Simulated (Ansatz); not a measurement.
## Electronic structure of C2H7AlB (doublet) in real space

Input

```
crystal:
  periodic: [false, false, false]
  atoms:
    - {symbol: C, position_ang: [-0.918551, 1.188472, 0.084867]}
    - {symbol: C, position_ang: [-3.184788, 0.377893, 1.414612]}
    - {symbol: Al, position_ang: [0.369293, -0.248169, 0.697487]}
    - {symbol: B, position_ang: [-1.881043, 1.262228, 1.285528]}
    - {symbol: H, position_ang: [-1.318279, 0.787934, -0.872448]}
    - {symbol: H, position_ang: [-0.264812, 2.063629, -0.112604]}
    - {symbol: H, position_ang: [-1.592260, 2.001435, 2.215277]}
    - {symbol: H, position_ang: [-4.068630, 1.056758, 1.445658]}
    - {symbol: H, position_ang: [-3.214607, -0.170575, 2.381767]}
    - {symbol: H, position_ang: [-3.351050, -0.346374, 0.589936]}
    - {symbol: H, position_ang: [0.168378, -0.993108, 2.122208]}
basis:
  gaussian: {orbitals: def2-TZVPD}
hamiltonian: {xc: pbe0}
magnetization: {spin_polarized: true, initial_magnetization: 1}
output: {forces: true, orbitals: {seedname: orbitals}}
```

Run with:

```sh
ansatz run input.yaml --threads 2 --pin off --max-ram 4350MiB --events-out events.jsonl --progress --plain --runs-dir runs
```

Geometry: BLYP-D3(BJ)/def2-SVP.

Method: Ansatz, isolated molecule in a Gaussian basis; Kohn-Sham density functional theory, functional PBE0.

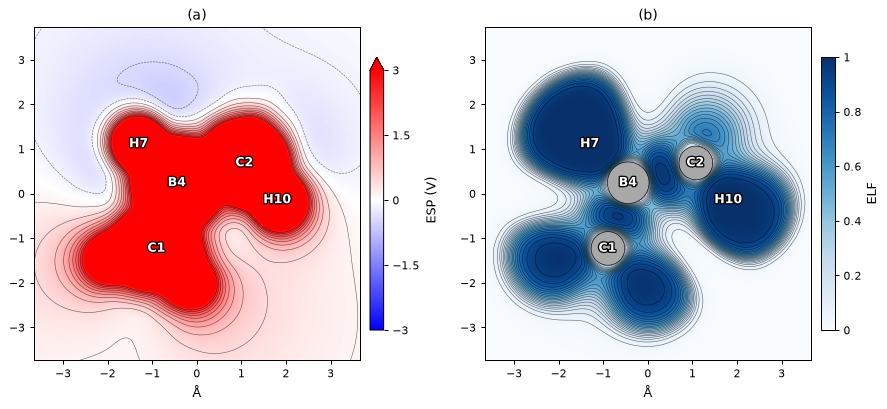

Figure 1. (a) molecular electrostatic potential; (b) electron localisation function on the plane of atoms C1, B4 and C2. Grey discs cover the atomic cores in the ELF map.

**Interpret the plot.**

- Atoms in the plane: C, B and H.
- C–B (1.54 Å): the ELF peaks at about 0.95 between the atoms; a shared electron pair.
- C–H (1.11 Å): the ELF climbs to about 1 towards the hydrogen, as it does in any bond to H: a covalent bond by its length.
- C–B (1.58 Å): the ELF peaks at about 1 between the atoms, as expected for a covalent bond.
- B–H (1.22 Å): the ELF climbs to about 1 towards the hydrogen (a covalent bond by its length).
- Outside the dense part of the molecule the potential is most negative (−0.6 V) near H7.

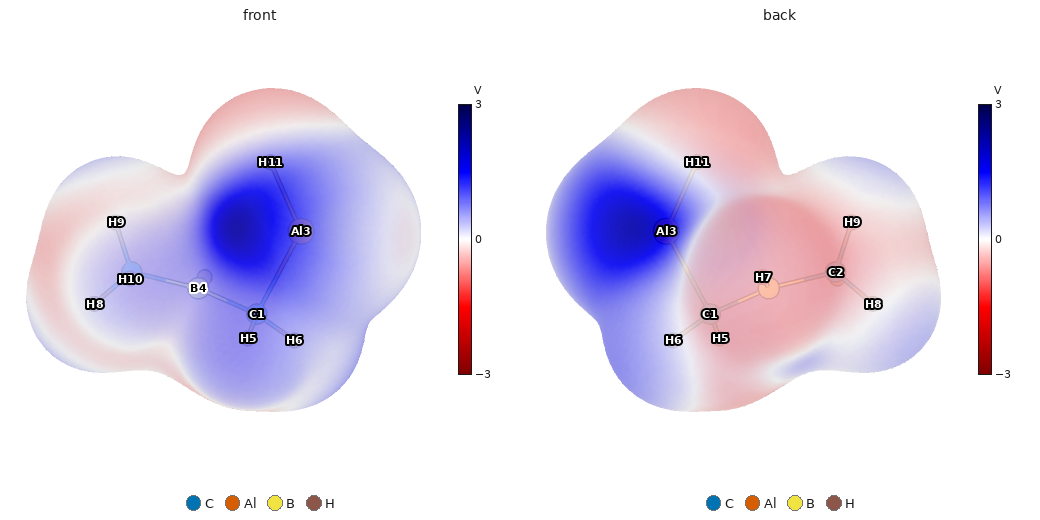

Figure 2. The molecular electrostatic potential painted on the density surface at 0.001 e/bohr³, seen from the front and from behind; the colour scale runs from red (negative) to blue (positive).

**Where is the surface potential most negative and most positive?**

The most negative region (about −0.5 V) lies over H7, the most positive (about +2.1 V) over Al3.

**What dipole moment does the calculation give?**

Its dipole moment is 1.25 D.

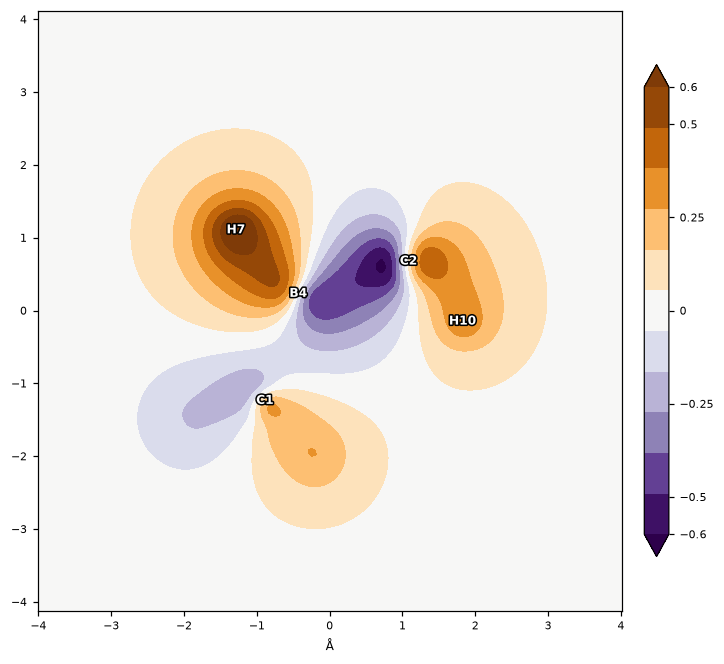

Figure 3. The HOMO−1 (β) on the plane of atoms C2, B4 and H7 (values in Å⁻³ᐟ²; the overall sign is arbitrary).

**What is the character of this orbital?**

It lies mainly on B4 (about 30 %), H7 (about 25 %), C2 (about 20 %) and C1 (about 10 %). Its energy is −8.55 eV.
